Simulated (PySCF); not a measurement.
```xyz
2

Sn    0.0000    0.0000   -1.0030
Br    0.0000    0.0000    1.5240
```

Core potentials replace the inner electrons of Sn.

These are results of PySCF, PBE0/cc-pVTZ(-PP), non-relativistic Hamiltonian with scalar-relativistic core potentials where named, at a bond length of 2.527 Å, not measurements.

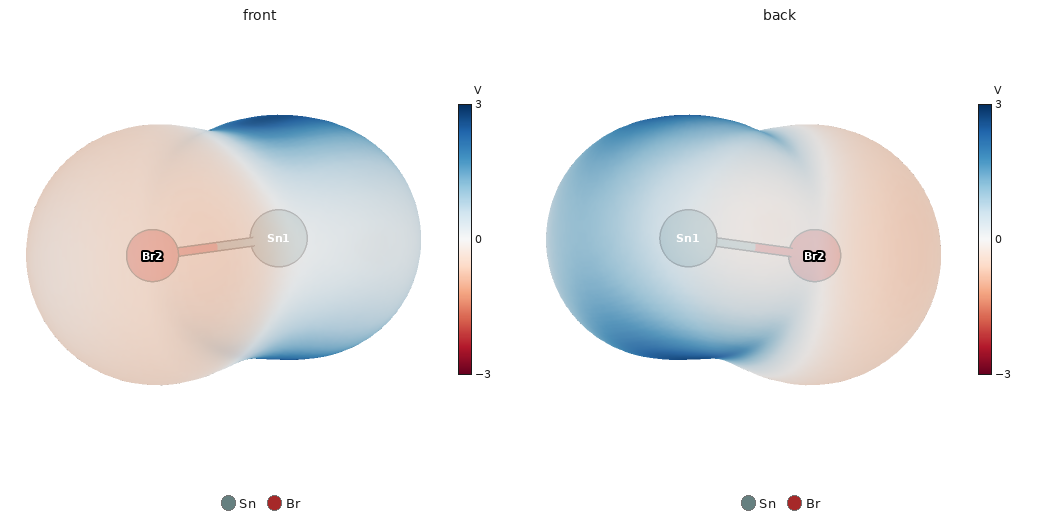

SnBr (doublet). The electrostatic potential painted on the density surface at 0.002 e/bohr³, seen from the front and from behind; the colour scale runs from red (negative) to blue (positive).

### Where is the surface potential most negative and most positive?

The most negative region (about −0.7 V) lies over Br2, the most positive (about +2.7 V) over Sn1.
